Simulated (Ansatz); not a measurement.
# O on Ni(111): change of the work function, part 3 of 4

How does O on the fcc site change the work function of Ni(111) as the layer fills?

Ansatz 0.2.0; plane-wave DFT, PBE, Ansatz PAW.

So far, work function, upper face (eV): step 2 (the clean slab) 5.07.

**3. The covered slab, k-mesh 6×6×1, coverage 0.25 ML (continued)**

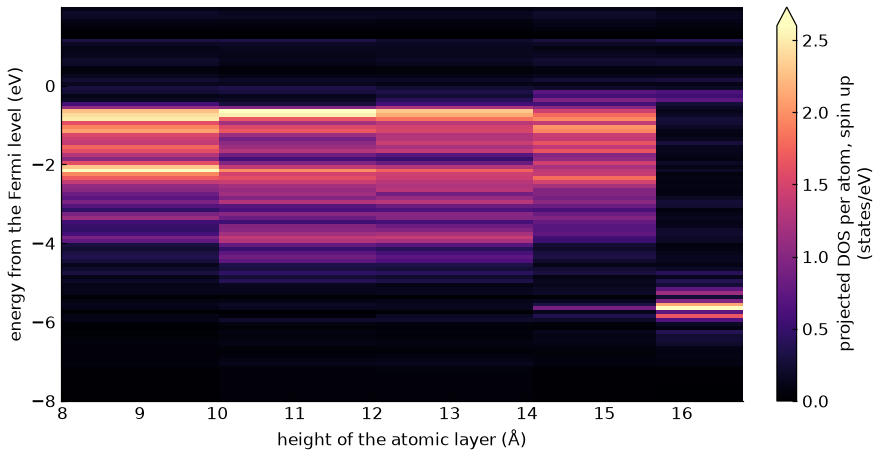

Projected DOS per atom, spin up over height of the atomic layer and energy from the Fermi level. Layers: Ni4 Ni4 Ni4 Ni4 O from below.

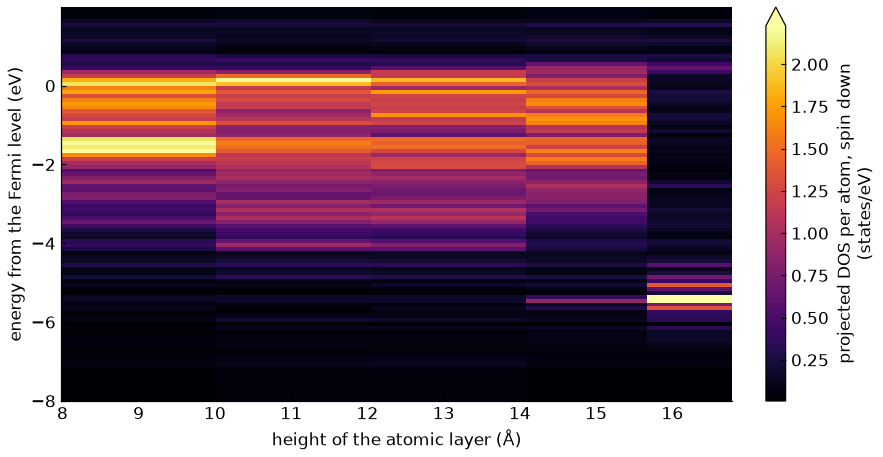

Projected DOS per atom, spin down over height of the atomic layer and energy from the Fermi level. Layers: Ni4 Ni4 Ni4 Ni4 O from below.

Site moment by atom:

| atom | site moment (μB) |
| --- | --- |
| Ni1 | 0.706 |
| Ni2 | 0.746 |
| Ni3 | 0.720 |
| Ni4 | 0.529 |
| Ni5 | 0.706 |
| Ni6 | 0.716 |
| Ni7 | 0.720 |
| Ni8 | 0.529 |
| Ni9 | 0.706 |
| Ni10 | 0.716 |
| Ni11 | 0.720 |
| Ni12 | 0.529 |
| Ni13 | 0.739 |
| Ni14 | 0.716 |
| Ni15 | 0.590 |
| Ni16 | 0.770 |
| O17 | 0.101 |

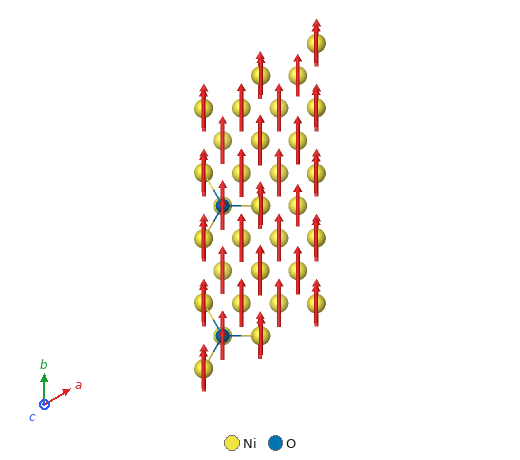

Site moment as arrows, the longest 0.770 μB. Up and down stand for the sign. Arrows give size and sign along the axis of quantisation, drawn up and down the page. Each arrow also spans its atom, so small moments look longer than they are. Bonds to atoms that aren't drawn are left out. 1×2×1 cells are drawn. Some periodic images of atoms are drawn too.

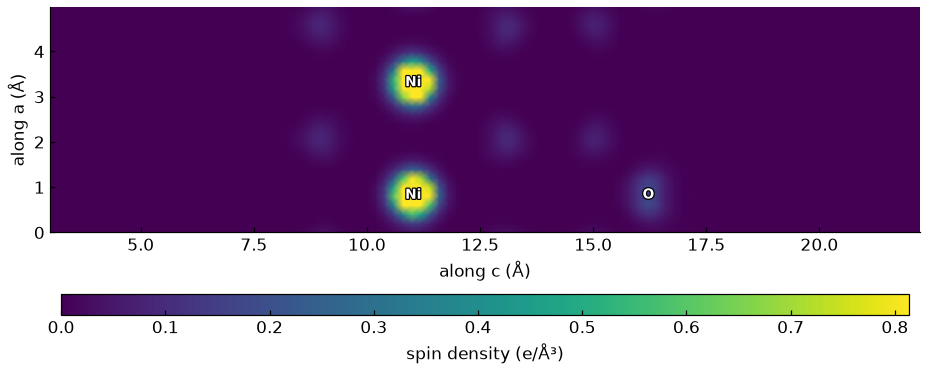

Spin density in the ca plane at fractional y = 0.167, with atoms of Ni and O within 0.2 Å of it. The far vacuum is left out of the map.

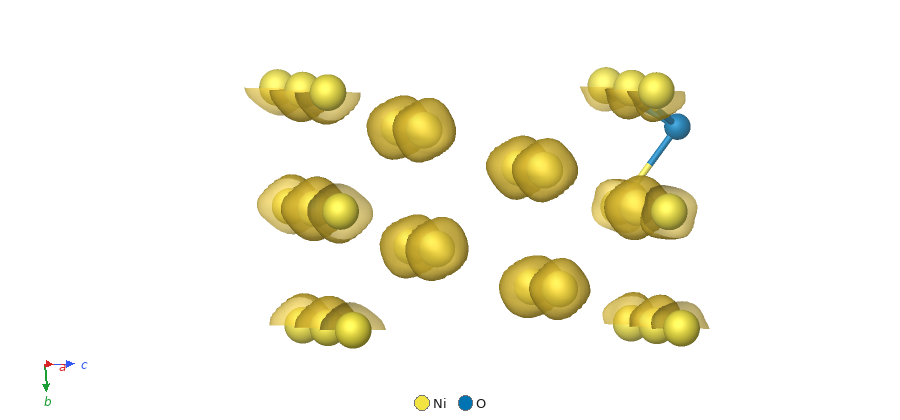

Surface of spin density = 0.22 e/Å³, which holds about 70 % of the integral of its size. Bonds to atoms that aren't drawn are left out.

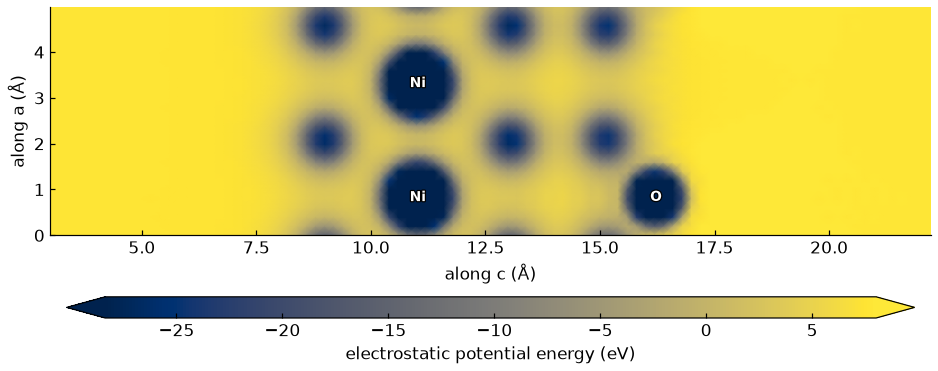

Electrostatic potential energy in the ca plane at fractional y = 0.167, with atoms of Ni and O within 0.2 Å of it. With pseudopotentials it is smooth inside the atoms' cores, unlike the true potential. The far vacuum is left out of the map.

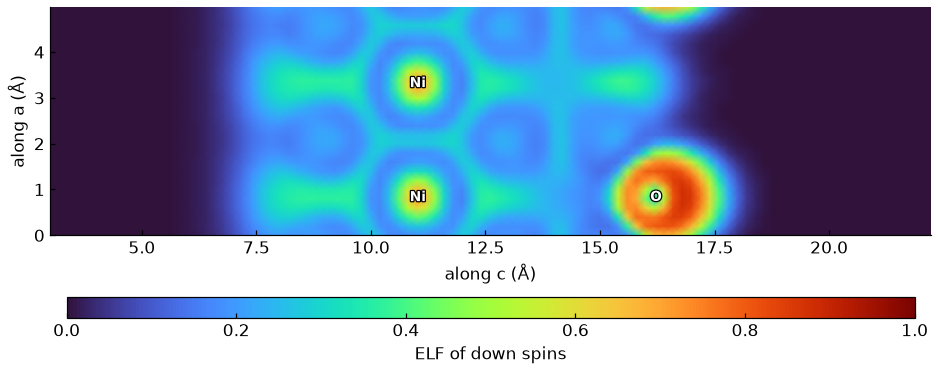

ELF of down spins in the ca plane at fractional y = 0.167, with atoms of Ni and O within 0.2 Å of it. It is the smooth field of the valence electrons, not physical close to the nuclei. The far vacuum is left out of the map.

The relaxation took 5 steps and lowered the energy by 0.31 eV; the largest force on the free atoms ends at 0.0030 eV/Å.

By hand: a sheet of dipoles makes a step −p/(ε₀A) in the electron's potential. With e/ε₀ = 180.95 V·Å, p = -0.07726 e·Å and A = 21.46 Å², that is −180.95 × (-0.07726) / 21.46 = +0.651 eV, and the two vacuum levels of the run differ by +0.651 eV.

The covered face has 5.73 eV, +0.65 eV against the clean one; the bare back face has moved by -0.01 eV, a measure of how thin the slab is.

**4. Adsorbate added, k-mesh 12×12×1, coverage 1 ML**

System of this step: Ni4O (O/Ni(111)). The cell holds 5 atoms: 4 Ni and 1 O. Cell: a = 2.489 Å, b = 2.489 Å, c = 25.391 Å, α = 90.0°, β = 90.0°, γ = 60.0°. Vacuum lies along c.

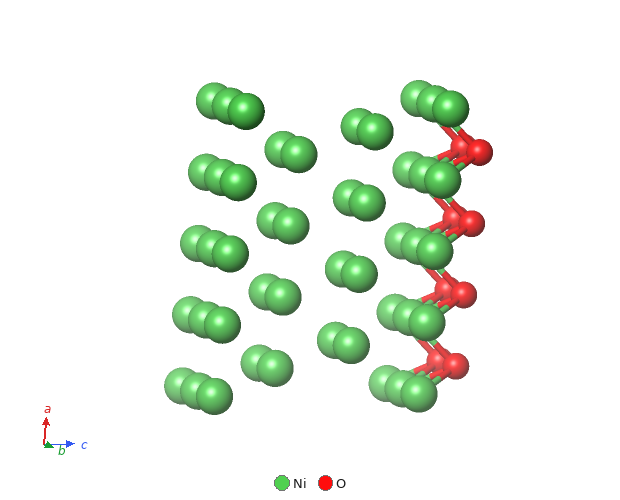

The cell of this step (nickel green, oxygen red). Bonds to atoms that aren't drawn are left out. 4×2×1 cells are drawn. Some periodic images of atoms are drawn too.

Another coverage, to see how the dipoles act on each other as their distance changes.

input.yaml

```yaml
crystal:
  lattice:
    - [2.4890158698, 0.0, 0.0]
    - [1.2445079349, 2.1555509736, 0.0]
    - [0.0, 0.0, 25.3914191867]
  atoms:
    - { symbol: Ni, position: [0.0, 0.0, 0.3544504517], spin: 0.7 }
    - { symbol: Ni, position: [0.3333333333, 0.3333333333, 0.4344882366], spin: 0.72 }
    - { symbol: Ni, position: [0.6666666667, 0.6666666667, 0.5142599013], spin: 0.72 }
    - { symbol: Ni, position: [0.0, 0.0, 0.593230649], spin: 0.7 }
    - { symbol: O, position: [0.3333333333, 0.3333333333, 0.6455495483] }
magnetization:
  spin_polarized: true
kpoints:
  mp_grid: { grid: [12, 12, 1] }
hamiltonian:
  xc: pbe
scf:
  occupations: { method: fermi_dirac, width: 0.1 }
  convergence: { dr2_threshold: 1.0e-08 }
efield:
  axis: 3
  dipole_correction: true
  ramp_position: 0.97
  ramp_width: 0.06
relax:
  f_tol: 0.02
  max_steps: 60
  constraints: [{ sites: [0, 1] }]
output:
  write_potential: true
  write_density: true
  volumetric_format: npy
```

The run is started by

```bash
ansatz run input.yaml --threads 4 --pin off --max-ram 6144MiB --backend cpu --events-out ev --progress --plain --runs-dir out
```

Numbers of over 12 decimals in the logs are rounded to 6 here.

The log of the run:

```text
[...]
Crystal: 5 atoms, lattice volume = 136.230 Å³
Basis set: ecut = 420 eV, 2551 PW (Γ), exchange–correlation on 36×36×360 points (8 copies of the dense FFT grid, shifted against one another)
Bands: 49, of which v1, the nominal top of the filled ones, is band 39 counted from 1 (38 counted from 0)
Symmetry: 6 space group operations
k-points: 19 of 144 (time reversal used)
[...]
Starting moments: Σ|m| = 2.84 μB on 4 of 5 sites
[...]
SCF iter   1: F=—  HF=-23921.194038 eV  |F-HF|=—  |Δ(HF+E_count)|=         —  Δρ=5.44e-2 (↑3.56e-2 ↓5.44e-2)  dr2=1.75e1  dr2_m=5.70e-1  M=3.397 μB ∫|m|=3.536 μB  β_m=1.00  ethr=3.10e-3  p=-0.000 e·Å  D=-8.98e-7 V/Å  ΔV_dip=0.00 eV  dr2_dipole=5.66e0  V_vac-E_F(+/−)=7.61/7.61 eV  ⟨swp⟩=11.2  Hψ=9560  notcnv=0  defer=22
[...]
SCF iter  19: F=-23923.157186 eV  HF=-23923.157186 eV  |F-HF|=6.40e-9  |Δ(HF+E_count)|=   1.35e-8  Δρ=8.94e-7 (↑8.94e-7 ↓5.94e-7)  dr2=9.86e-9  dr2_m=1.79e-10  M=2.511 μB ∫|m|=2.824 μB  ethr=3.37e-12  p=-0.080 e·Å  D=-1.07e-1 V/Å  ΔV_dip=2.71 eV  dr2_dipole=3.18e-9  V_vac-E_F(+/−)=7.79/5.07 eV  ⟨swp⟩=6.6  Hψ=12910  notcnv=0
SCF 1 converged in 19 iterations: F = -23923.157186 eV  dr2 = 9.86e-9
[...]
relax step   1: F+E_penalty+E_count = -23923.15718603 eV  Δ(F+E_penalty+E_count) = +0.000e0 eV  max|allowed force component| = 2.966e0 eV/Å  Δτ_max = 0.0000 Å  (19 SCF iters, accepted)
[...]
SCF iter  15: F=-23923.328030 eV  HF=-23923.328030 eV  |F-HF|=3.78e-9  |Δ(HF+E_count)|=  8.26e-10  Δρ=6.26e-7 (↑5.25e-7 ↓6.26e-7)  dr2=3.66e-9  dr2_m=9.74e-11  M=2.424 μB ∫|m|=2.731 μB  ethr=1.07e-12  p=-0.074 e·Å  D=-9.85e-2 V/Å  ΔV_dip=2.50 eV  dr2_dipole=7.12e-10  V_vac-E_F(+/−)=7.57/5.07 eV  ⟨swp⟩=6.2  Hψ=11691  notcnv=0
SCF 2 converged in 15 iterations: F = -23923.328030 eV  dr2 = 3.66e-9
relax step   2: F+E_penalty+E_count = -23923.32802962 eV  Δ(F+E_penalty+E_count) = -1.708e-1 eV  max|allowed force component| = 2.329e0 eV/Å  Δτ_max = 0.0399 Å  (15 SCF iters, accepted)
SCF iter   1: F=—  HF=-23923.525285 eV  |F-HF|=—  |Δ(HF+E_count)|=         —  Δρ=2.64e-2 (↑2.64e-2 ↓1.73e-2)  dr2=6.02e0  dr2_m=2.90e-1  M=1.774 μB ∫|m|=2.093 μB  β_m=1.00  ethr=3.10e-3  p=-0.074 e·Å  D=-9.85e-2 V/Å  ΔV_dip=2.50 eV  dr2_dipole=2.08e0  V_vac-E_F(+/−)=7.27/4.77 eV  ⟨swp⟩=5.4  Hψ=5056  notcnv=0  defer=36
[...]
SCF iter  16: F=-23923.454884 eV  HF=-23923.454884 eV  |F-HF|=2.35e-9  |Δ(HF+E_count)|=   9.22e-9  Δρ=9.77e-7 (↑4.04e-7 ↓9.77e-7)  dr2=2.91e-9  dr2_m=1.40e-10  M=2.242 μB ∫|m|=2.532 μB  ethr=2.47e-12  p=-0.046 e·Å  D=-6.08e-2 V/Å  ΔV_dip=1.54 eV  dr2_dipole=5.03e-10  V_vac-E_F(+/−)=6.60/5.06 eV  ⟨swp⟩=6.7  Hψ=12102  notcnv=0
SCF 3 converged in 16 iterations: F = -23923.454884 eV  dr2 = 2.91e-9
relax step   3: F+E_penalty+E_count = -23923.45488446 eV  Δ(F+E_penalty+E_count) = -1.269e-1 eV  max|allowed force component| = 1.608e0 eV/Å  Δτ_max = 0.1698 Å  (16 SCF iters, accepted)
[...]
relax step   4: F+E_penalty+E_count = -23923.51723752 eV  Δ(F+E_penalty+E_count) = -6.235e-2 eV  max|allowed force component| = 1.658e-1 eV/Å  Δτ_max = 0.0974 Å  (16 SCF iters, accepted)
SCF iter   1: F=—  HF=-23923.518488 eV  |F-HF|=—  |Δ(HF+E_count)|=         —  Δρ=1.62e-3 (↑1.62e-3 ↓1.43e-3)  dr2=6.51e-3  dr2_m=1.28e-3  M=2.324 μB ∫|m|=2.626 μB  β_m=1.00  ethr=2.99e-4  p=-0.058 e·Å  D=-7.67e-2 V/Å  ΔV_dip=1.95 eV  dr2_dipole=2.02e-3  V_vac-E_F(+/−)=6.99/5.05 eV  ⟨swp⟩=2.6  Hψ=3648  notcnv=0  defer=73
[...]
SCF iter  14: F=-23923.518637 eV  HF=-23923.518637 eV  |F-HF|=2.02e-9  |Δ(HF+E_count)|=   1.06e-9  Δρ=5.25e-7 (↑2.31e-7 ↓5.25e-7)  dr2=1.81e-9  dr2_m=6.65e-11  M=2.330 μB ∫|m|=2.630 μB  ethr=1.50e-12  p=-0.057 e·Å  D=-7.51e-2 V/Å  ΔV_dip=1.91 eV  dr2_dipole=3.72e-10  V_vac-E_F(+/−)=6.97/5.06 eV  ⟨swp⟩=6.3  Hψ=11753  notcnv=0
SCF 5 converged in 14 iterations: F = -23923.518637 eV  dr2 = 1.81e-9
relax step   5: F+E_penalty+E_count = -23923.51863741 eV  Δ(F+E_penalty+E_count) = -1.400e-3 eV  max|allowed force component| = 2.452e-3 eV/Å  Δτ_max = 0.0189 Å  (14 SCF iters, accepted)
[...]
SCF converged after 14 iterations
Magnetization: 2.3304 μB (40.1652 up, 37.8348 down)
Absolute magnetization: 2.6322 μB (∫|ρ↑−ρ↓|, with the PAW one-centre terms)
[...]
Per-site moments (μB) at R_I (Å): [(0.733115, 1.026719), (0.718746, 1.025463), (0.619315, 1.025463), (0.271411, 0.746599), (0.091028, 0.746599)]
Free energy (F): -23923.518637 eV
[...]
Internal energy: -23923.282194 eV  (E = F + TS)
E sigma→0 (E₀):  -23923.400416 eV
Entropy (-TS):   -0.236444 eV (-47.289 meV/atom)
Fermi energy:    2.460760 eV
Dipole field:    D = -0.075118 V/Å  (p = -0.056553 e·Å, saw-weighted, corrected)
Work function:   Φ+ = 6.9695 eV   Φ− = 5.0622 eV
[...]
--- Forces (eV/Å), atoms counted from 1 ---
  atom   1  Ni     0.00000000     0.00000000     0.14592915
  atom   2  Ni    -0.00000000    -0.00000000    -0.14366193
  atom   3  Ni     0.00000000    -0.00000000    -0.00033567
  atom   4  Ni    -0.00000000    -0.00000000     0.00051309
  atom   5  O     -0.00000000     0.00000000    -0.00245239
  max |Σ_I F_I| component: 7.75e-6 eV/Å
--- Band table (eV; the first three rows and the last of 38) ---
  k-point 0 ↑: bands = [... 35 lower, 1.1919, 1.1919, 1.4671, 1.4671, 1.7789, 1.7789, 2.2548, 2.9149, ... 6 higher]
  k-point 1 ↑: bands = [... 35 lower, 1.1468, 1.1559, 1.2735, 1.4731, 1.7220, 1.7826, 2.7391, 2.9159, ... 6 higher]
  k-point 2 ↑: bands = [... 35 lower, 0.8298, 1.1160, 1.1971, 1.4703, 1.7908, 2.0548, 2.7848, 2.9056, ... 6 higher]
  k-point 18 ↓: bands = [... 35 lower, 1.8350, 2.4899, 2.4975, 2.6103, 3.0548, 7.4135, 7.7780, 8.0956, ... 6 higher]
--- Relaxed structure (5 steps of the walk, 5 accepted, 0 SCFs on fresh bases) ---
  F+E_penalty+E_count = -23923.51863741 eV   max|allowed force component| = 2.452e-3 eV/Å
  atoms:
[...]
- { symbol: Ni, position: [0.333333, 0.333333, 0.434488] }
    - { symbol: Ni, position: [0.666667, 0.666667, 0.514379] }
[...]
- { symbol: O, position: [0.333333, 0.333333, 0.640380] }
```

It took 16 s on 4 threads of AMD EPYC 9R45 (Zen 5), shared host; peak memory 0.63 GiB.

[end of part 3 of 4]

[Logs are printed without paths, hosts, clocks, repeated set-up lines and the standing remarks that a program may print on its own settings, such as how far it seeks lower states.]

[Hosts, paths, dates, database ids (printed as entryN), source tags and the programs' standing remarks are cut or masked in the printed files.]

[Maps of the electrostatic potential energy from Ansatz leave out the sawtooth potential of an applied field or a dipole correction, so their vacuum need not be flat; planar profiles and work functions include it.]
